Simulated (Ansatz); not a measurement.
## Electronic structure of C5H6F2 in real space

Input

```
crystal:
  periodic: [false, false, false]
  atoms:
    - {symbol: F, position_ang: [-1.766103, -1.024149, 1.652056]}
    - {symbol: C, position_ang: [-0.803282, -0.580935, 0.849938]}
    - {symbol: C, position_ang: [0.433747, -1.047722, 0.773599]}
    - {symbol: C, position_ang: [1.228278, -0.262941, -0.221773]}
    - {symbol: C, position_ang: [0.171201, 0.616515, -0.917668]}
    - {symbol: C, position_ang: [-1.065970, 0.592320, -0.029145]}
    - {symbol: F, position_ang: [-1.158061, 1.747752, 0.748453]}
    - {symbol: H, position_ang: [0.826376, -1.862645, 1.367592]}
    - {symbol: H, position_ang: [1.999446, 0.332397, 0.278711]}
    - {symbol: H, position_ang: [1.747923, -0.907173, -0.935974]}
    - {symbol: H, position_ang: [0.496738, 1.644289, -1.080602]}
    - {symbol: H, position_ang: [-0.081557, 0.191599, -1.891037]}
    - {symbol: H, position_ang: [-2.008237, 0.525893, -0.579452]}
basis:
  gaussian: {orbitals: def2-TZVPP}
hamiltonian: {xc: pbe0, dispersion: d4}
output: {orbitals: {seedname: orbitals}}
```

Launched as:

```sh
ansatz run in.yaml --threads 2 --pin off --events-out ev --progress --plain --max-ram 32768MiB --backend cuda --devices 0, --max-vram 18GiB
```

Geometry: PBE0-D4/def2-TZVP.

Method: Ansatz, RKS PBE0-D4/def2-TZVPP.

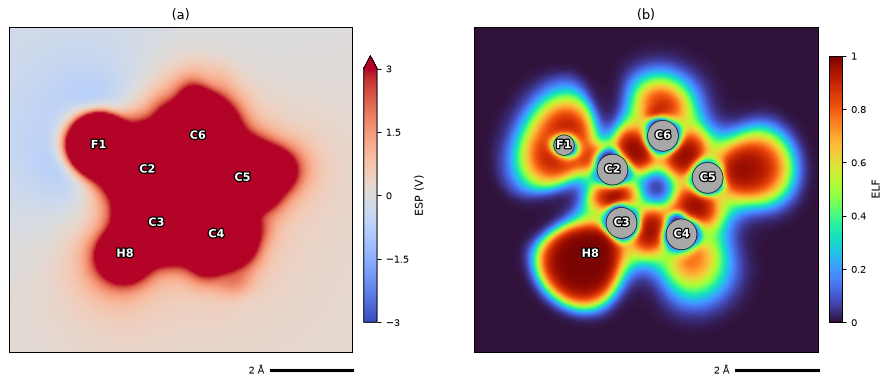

Figure 1. (a) molecular electrostatic potential; (b) electron localisation function on the plane of atoms C2, C3 and H8. Grey discs cover the atomic cores in the ELF map.

**Read the bonding off the picture.**

Atoms in the plane: F, C and H.
C–C (1.32 Å): the ELF peaks at about 0.95 between the atoms; a multiple bond.
C–F (1.33 Å): the ELF peaks at about 0.85 between the atoms (a shared but strongly polarised pair).
C–H (1.08 Å): the ELF climbs to about 1 towards the hydrogen, as it does in any bond to H; an ordinary covalent bond to hydrogen.
C–C (1.49 Å): the ELF peaks at about 0.95 between the atoms (localised, covalent bonding).
The ELF also peaks beside F1, away from the bonds: lone-pair regions.
Outside the dense part of the molecule the potential is most negative (−0.7 V) near F1.

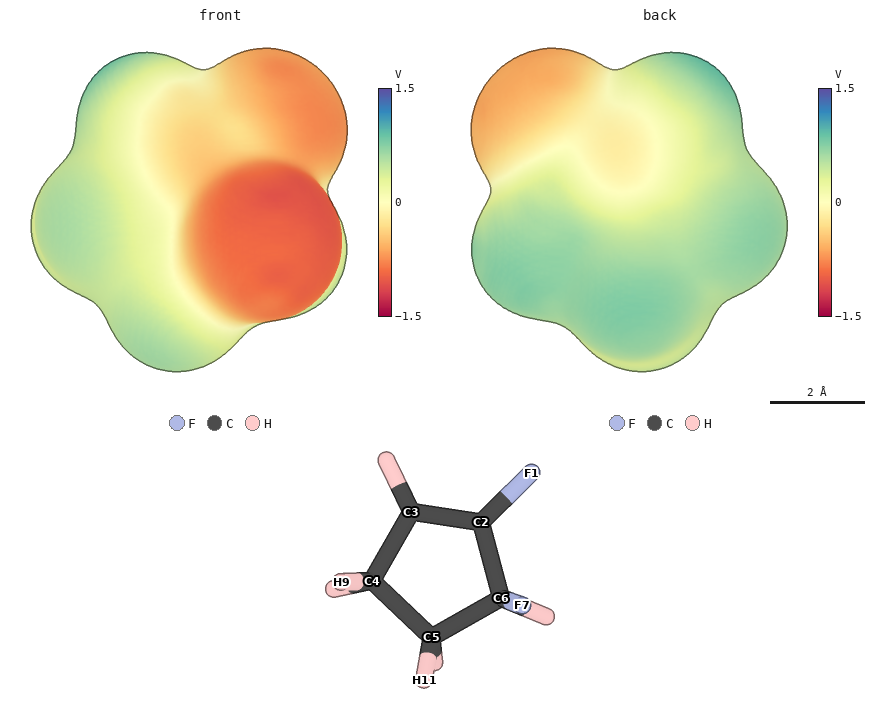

Figure 2. The molecular electrostatic potential painted on the density surface at 0.001 e/bohr³, seen from the front and from behind; red is negative and blue positive. The bare structure is drawn below in the same view.

**Describe the electrostatic potential map.**

The most negative region (about −1.0 V, or −23 kcal/mol for a unit charge) lies over F7, the most positive (about +0.9 V, or +21 kcal/mol for a unit charge) over H8.

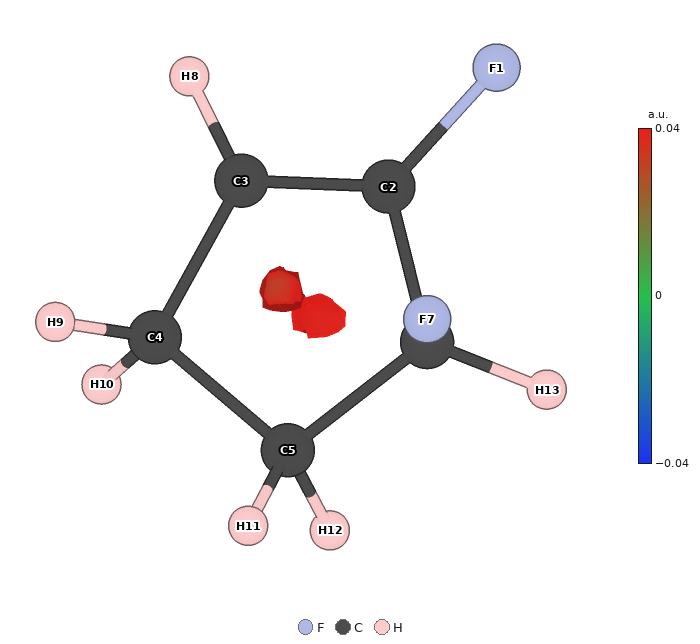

Figure 3. Non-covalent interaction (NCI) plot: the surface where the reduced density gradient is 0.5, for densities under 0.05 a.u., coloured by sign(λ₂)ρ; seen at a tilt.

**Which non-covalent interactions does the plot reveal?**

Inside the ring or cage of C2, C3, C4, C5 and C6: steric crowding (red) (×2).
